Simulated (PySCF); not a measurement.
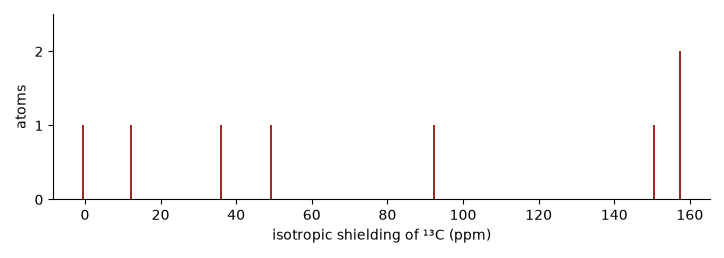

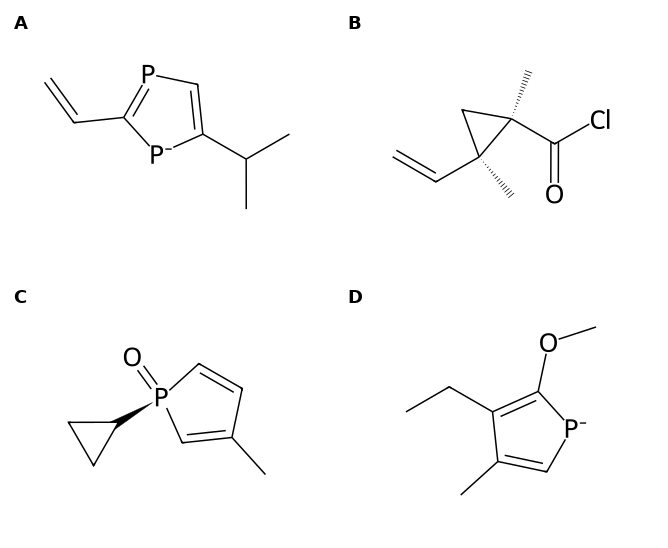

The sticks are computed shieldings of one of the molecules, for one fixed geometry (GFN2-xTB) without averaging over rotations. Low shielding means a high chemical shift. Method: GIAO PBE0/pcSseg-1 NMR shielding, non-relativistic, gas phase (PySCF 2.14.0).

**Match the spectrum to a structure.**

A, `C=Cc1pcc(C(C)C)[p-]1`. Its 8 C atoms give lines at −0.5, 12.1, 35.9, 49.1, 92.3, 150.4, 157.4 (2 atoms) ppm.

The geometry is semi-empirical. Around P such bond lengths and angles can be off by a tenth of an ångström or more and by several degrees, and values that hang on the shape move with them.
